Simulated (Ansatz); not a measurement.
```yaml
atoms:
  - { symbol: C, position_ang: [1.3528, 1.4904, 0.6526] }
  - { symbol: Cl, position_ang: [1.7883, 1.3107, -2.5452] }
  - { symbol: Si, position_ang: [0.0585, -0.0740, -2.0299] }
  - { symbol: Si, position_ang: [-0.3144, 0.6889, 0.1823] }
  - { symbol: Si, position_ang: [2.1359, 2.5317, -0.6778] }
  - { symbol: H, position_ang: [0.7094, -1.3814, -2.2511] }
  - { symbol: H, position_ang: [-0.8885, 0.2767, -3.1069] }
  - { symbol: H, position_ang: [-0.6549, -0.4503, 1.0609] }
  - { symbol: H, position_ang: [-1.3913, 1.7030, 0.1225] }
  - { symbol: H, position_ang: [2.0570, 0.7086, 0.9644] }
  - { symbol: H, position_ang: [1.1858, 2.1365, 1.5274] }
  - { symbol: H, position_ang: [1.4298, 3.7812, -1.0098] }
  - { symbol: H, position_ang: [3.6046, 2.6223, -0.7136] }
```

Geometry: B3LYP/6-31G*.

Method: isolated molecule in a Gaussian basis; Kohn-Sham density functional theory, functional PBE0 (Ansatz 0.2.0).

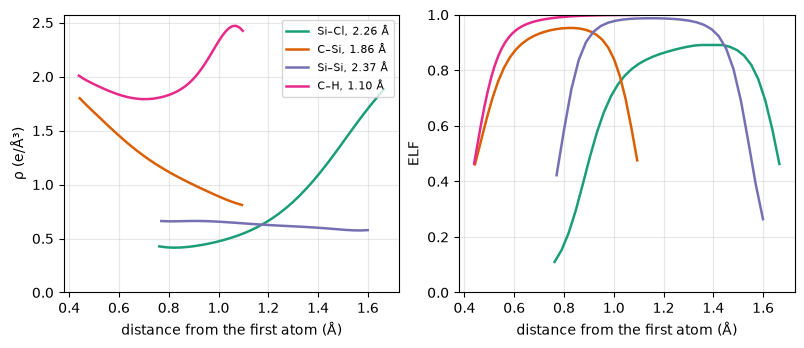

CH8ClSi3 (SMILES C1[SiH2][SiH2][Cl+][SiH2]1) (charge +1). Electron density and ELF along straight lines between neighbouring atoms. The curves leave out the atomic cores.

What kind of bonding do the profiles show?

Si–Cl (2.26 Å): ρ is about 0.58 e/Å³ halfway, with its minimum of 0.42 e/Å³ about 0.8 Å from Si; the ELF peaks at about 0.90 between the atoms: a polar covalent bond.
C–Si (1.86 Å): the density is about 0.96 e/Å³ at the midpoint; the ELF peaks at about 0.95 between the atoms (a shared electron pair).
Si–Si (2.37 Å): the density is about 0.63 e/Å³ at the midpoint; the ELF peaks at about 1 between the atoms (a shared electron pair).
C–H (1.10 Å): the density is about 1.9 e/Å³ at the midpoint; the ELF climbs to about 1 towards the hydrogen, as it does in any bond to H; an ordinary covalent bond to hydrogen.
